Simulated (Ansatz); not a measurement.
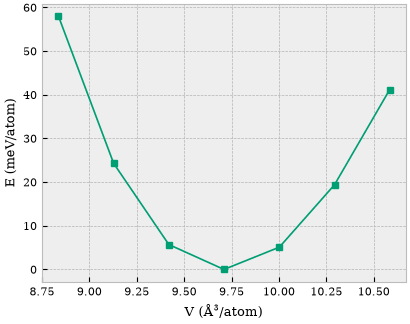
*MgTiNO in space group P4/mmm (No. 123; Ti on 1a, N on 1c, Mg on 1d, O on 1b) under volume change, plane-wave PAW PBE (Ansatz code), shape and atoms relaxed at each volume.*

### Question
What does a third-order Birch–Murnaghan fit give for V₀, B₀ and B′?

### Answer
V₀ = 9.71 Å³/atom, B₀ = 197 GPa, B′ = 4.7.

The start of the workflow was typed in or built on a structure type; neither database checked (COD, Materials Project) lists it. Whether it is the stable phase at ambient conditions was not checked. Symmetry was held in the PBE relaxation; whether a distortion lowers the energy is not shown. The workflow began spin-polarised and lost its moments.

Potentials: the earlier of the program's two PAW sets.
